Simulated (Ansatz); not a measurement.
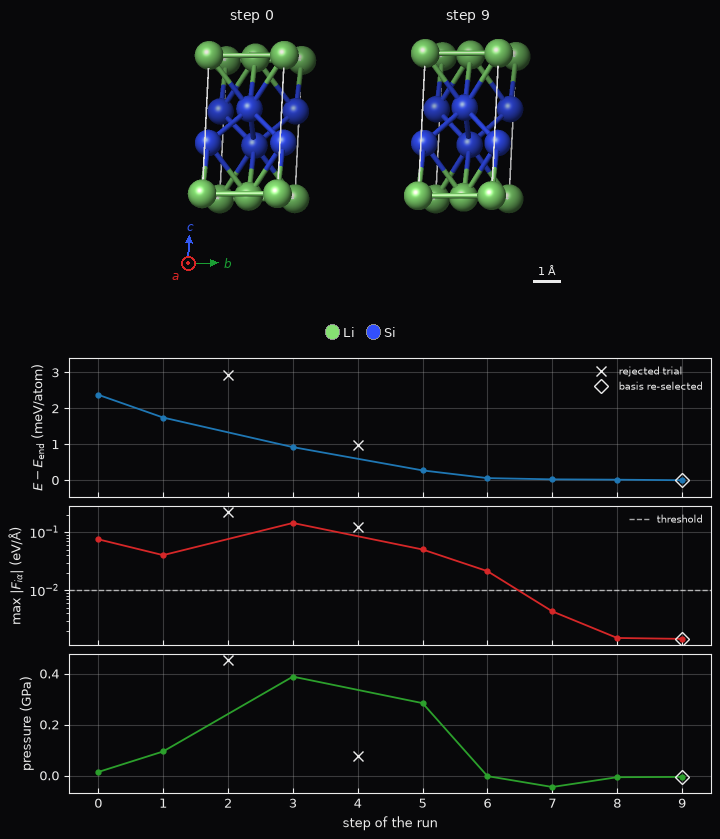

First and last geometry of a relaxation of solid LiSi$_{2}$ (built on the cadmium chloride_166 type), with the history of the run. Style: ball-and-stick. Shown: the conventional cell (2 times the calculation's cell), from a free direction. Lengths and directions refer to the drawn axes.

Case: the structure that the rattled cadmium chloride type (R-3m, No. 166) fell into.

All numbers below come from Ansatz 0.2.0, DFT PBE, scalar-relativistic, plane waves, PAW.

Input
```yaml
crystal:
  lattice:
    - [2.8860570655, 0.1242357771, 0.0174924213]
    - [1.2976419472, 3.4618608126, -0.0909582406]
    - [1.3698430731, 0.9174509181, 5.3535467692]
  atoms:
    - { symbol: Li, position: [0.0, 0.0, 0.0] }
    - { symbol: Si, position: [0.8076628014, 0.7596245549, 0.6251484067] }
    - { symbol: Si, position: [0.1923371986, 0.2403754451, 0.3748515933] }
basis:
  ecutwfc: 420
kpoints:
  mp_grid: { grid: [18, 14, 10] }
hamiltonian:
  xc: pbe
scf:
  occupations: { method: gaussian, width: 0.1 }
output:
  forces: true
  stress: true
  eigenvalues: true
  write_density: true
  write_potential: true
  elf: true
  volumetric_format: npy
relax:
  adjacent_minimum: "off"
  f_tol: 0.01
  max_steps: 80
  cell: { stress_tol: 0.05 }
```

Launched with:
```bash
ansatz run input.yaml --threads 1 --pin off --max-ram 2560MiB --backend cpu --events-out ev --progress --plain --runs-dir out
```

> Read the history and describe the run.

It converged. The energy falls by 2.4 meV per atom in 6 accepted moves (9 points after the start). The largest force component goes from 0.076 to 0.0015 eV/Å. Pressure: 0.01 GPa at the start and −0.01 GPa at the end. The line search rejected the trial steps at points 2, 4 of the run. The SCF was repeated once at an unchanged geometry on a basis and grid sized afresh for the cell, which shifted the energy by less than 0.05 meV per atom at most. The largest moves relative to the cell, 0.007 Å, are those of Si2 and Si3. Si2 goes along [−2 0 −3]. Li stays in place. The volume changes by −0.1 %, with a 6.809 → 6.815 Å (+0.1 %), b 2.889 → 2.817 Å (−2.5 %), c 6.010 → 6.175 Å (+2.7 %), β 116.7° → 117.2°. Some distances before and after: Li1–Li1 2.889 → 2.817 Å, Li1–Si2 3.073 → 3.136 Å, Si2–Si3 2.455 → 2.476 Å, Li1–Si2 (another image) 2.703 → 2.696 Å. Bond angles that change, for instance: Si3–Si2–Si3 72.1° → 69.4°, Li1–Si2–Si3 81.7° → 84.1°. The space group stays C2/m (No. 12). Cost: 7.9 min on 1 thread of Arm Neoverse V1, with other jobs on the host, peak memory 0.98 GiB.

```json
{"step": "0", "E − E(0), meV/atom": "0.00", "largest force component, eV/Å": "0.0756", "pressure, GPa": "0.01", "volume, Å³/atom": "17.596", "note": ""}
{"step": "1", "E − E(0), meV/atom": "-0.63", "largest force component, eV/Å": "0.0403", "pressure, GPa": "0.09", "volume, Å³/atom": "17.521", "note": ""}
{"step": "2", "E − E(0), meV/atom": "0.56", "largest force component, eV/Å": "0.2213", "pressure, GPa": "0.45", "volume, Å³/atom": "17.216", "note": "rejected"}
{"step": "3", "E − E(0), meV/atom": "-1.46", "largest force component, eV/Å": "0.1443", "pressure, GPa": "0.39", "volume, Å³/atom": "17.412", "note": ""}
{"step": "4", "E − E(0), meV/atom": "-1.40", "largest force component, eV/Å": "0.1232", "pressure, GPa": "0.08", "volume, Å³/atom": "17.403", "note": "rejected"}
{"step": "5", "E − E(0), meV/atom": "-2.11", "largest force component, eV/Å": "0.0504", "pressure, GPa": "0.28", "volume, Å³/atom": "17.467", "note": ""}
{"step": "6", "E − E(0), meV/atom": "-2.32", "largest force component, eV/Å": "0.0213", "pressure, GPa": "0.00", "volume, Å³/atom": "17.564", "note": ""}
{"step": "7", "E − E(0), meV/atom": "-2.36", "largest force component, eV/Å": "0.0043", "pressure, GPa": "-0.05", "volume, Å³/atom": "17.576", "note": ""}
{"step": "8", "E − E(0), meV/atom": "-2.36", "largest force component, eV/Å": "0.0015", "pressure, GPa": "-0.01", "volume, Å³/atom": "17.571", "note": ""}
{"step": "9", "E − E(0), meV/atom": "-2.38", "largest force component, eV/Å": "0.0015", "pressure, GPa": "-0.01", "volume, Å³/atom": "17.571", "note": "same geometry, new basis"}
```
